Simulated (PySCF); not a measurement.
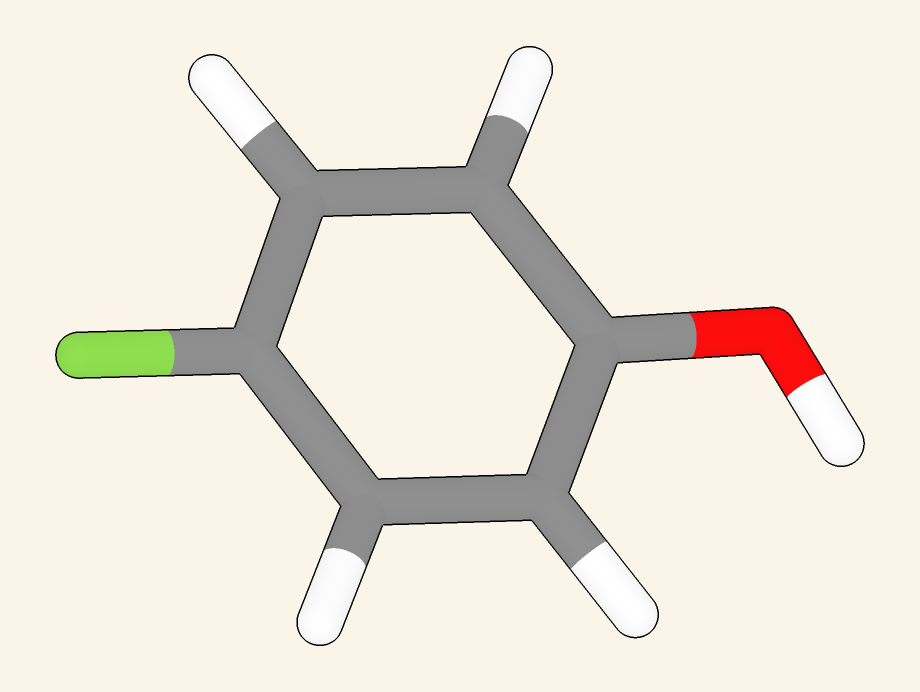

Stick drawing of a structure. Every bond is drawn as one stick, whatever its order. Colours: oxygen red, carbon grey, fluorine green, hydrogen white.

The computed structure is the end point of a GFN2-xTB optimisation. No frequency run is at hand to confirm it as a minimum.

Description:

Formula C₆H₅FO. As SMILES it reads `Oc1ccc(F)cc1`. Independent rings (smallest set): 1 of 6 members, 1 of them aromatic. Among its groups: phenol, C–F bond. This geometry has Cs symmetry. All atoms lie on one plane. Coordination: 1 O bent; 6 C trigonal planar.

More results for the same structure follow; atom numbers are the same in all pictures, views and colours differ.

Geometry

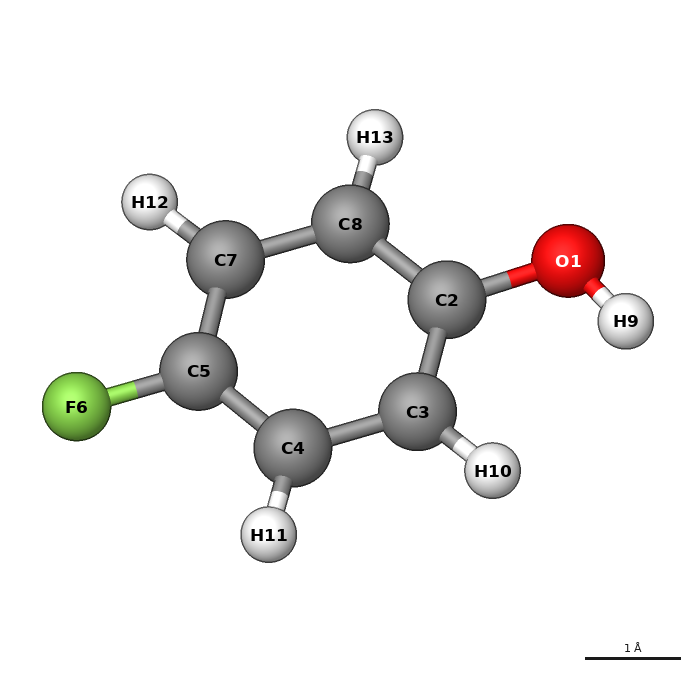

The atoms are numbered. No frequency run is at hand to confirm it as a minimum.

What are the angles C2–C3–C4, C2–C3–H10, C3–C2–C8, C3–C4–C5, C4–C3–H10, C4–C5–F6, C4–C5–C7, C5–C4–H11, C5–C7–C8, C5–C7–H12, F6–C5–C7, C8–C7–H12?

```
    angle  degrees
 C2–C3–C4    120.3
C2–C3–H10    119.8
 C3–C2–C8    119.8
 C3–C4–C5    118.9
C4–C3–H10    119.8
 C4–C5–F6    119.1
 C4–C5–C7    121.8
C5–C4–H11    120.0
 C5–C7–C8    119.0
C5–C7–H12    119.8
 F6–C5–C7    119.1
C8–C7–H12    121.2
```

Quadrupole coupling

No frequency run is at hand to confirm it as a minimum. Electric field gradients from the ground-state density, PBE0/pcSseg-1 (PySCF 2.14.0), non-relativistic apart from any core potentials.

Give the largest field-gradient component, the quadrupole coupling constant and the asymmetry for 17O at O1 (Q = −25.6 mb), 2H at H9 (Q = 2.86 mb), 2H at H10 (Q = 2.86 mb), 2H at H11 (Q = 2.86 mb), 2H at H12 (Q = 2.86 mb).

```csv
atom,V_zz (a.u.),e²qQ/h (MHz),η
O1,1.807,−10.87,0.85
H9,0.455,0.306,0.13
H10,0.326,0.219,0.11
H11,0.330,0.222,0.06
H12,0.330,0.222,0.06
```

Electronic properties

No frequency run is at hand to confirm it as a minimum. Properties computed with PBE0/pcSseg-1, gas phase (PySCF 2.14.0).

Question: What is the dipole moment?

Answer: 2.12 D.

Question: Give the HOMO energy (Kohn–Sham orbital) at this level.

Answer: −6.56 eV.

Question: Give the HOMO–LUMO gap at this level.

Answer: 5.98 eV.

Bond orders

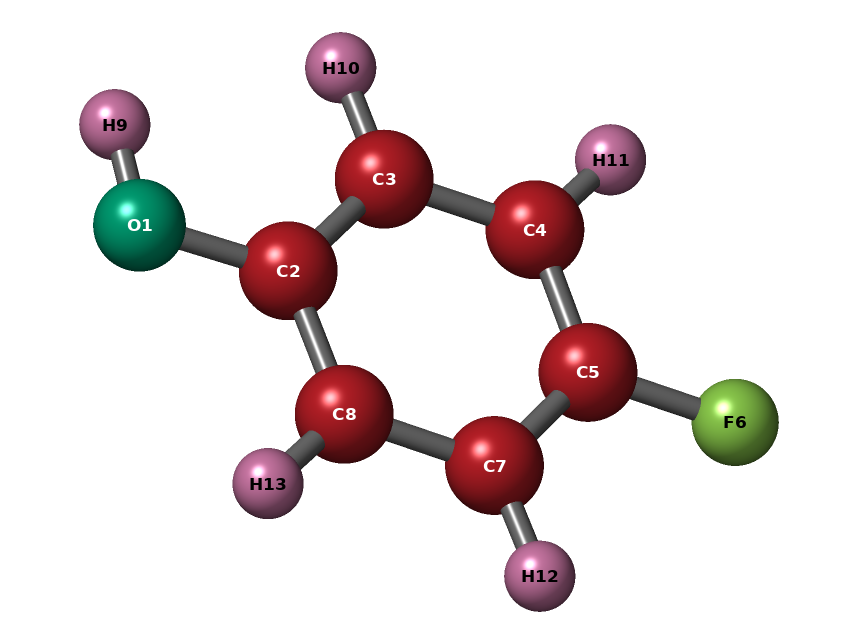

Every bond is drawn as one stick. No frequency run is at hand to confirm it as a minimum. Method: PBE0/pcSseg-1 (PySCF 2.14.0).

List the Mayer bond orders of O1–C2, O1–H9, C2–C3, C2–C8, C3–C4, C3–H10, C4–C5, C4–H11, C5–F6, C5–C7, C7–C8, C7–H12, C8–H13.

| bond | Mayer order | length (Å) |
| --- | --- | --- |
| O1–C2 | 1.06 | 1.358 |
| O1–H9 | 0.94 | 0.965 |
| C2–C3 | 1.37 | 1.391 |
| C2–C8 | 1.40 | 1.393 |
| C3–C4 | 1.42 | 1.383 |
| C3–H10 | 0.95 | 1.081 |
| C4–C5 | 1.44 | 1.381 |
| C4–H11 | 0.94 | 1.078 |
| C5–F6 | 0.88 | 1.352 |
| C5–C7 | 1.42 | 1.384 |
| C7–C8 | 1.44 | 1.380 |
| C7–H12 | 0.95 | 1.078 |
| C8–H13 | 0.95 | 1.078 |

Charges

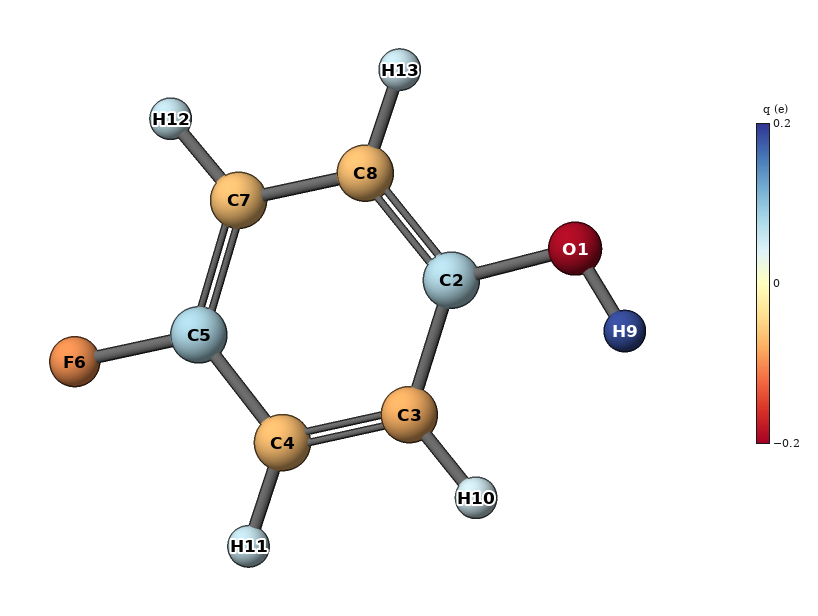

Atoms are coloured by their Hirshfeld charges. No frequency run is at hand to confirm it as a minimum. Properties computed with PBE0/pcSseg-1, gas phase (PySCF 2.14.0).

Give the Hirshfeld charges atom by atom.

```
atom  value (e)
  O1      −0.19
  C2       0.07
  C3      −0.07
  C4      −0.07
  C5       0.07
  F6      −0.09
  C7      −0.06
  C8      −0.06
  H9       0.18
 H10       0.05
 H11       0.06
 H12       0.06
 H13       0.06
```
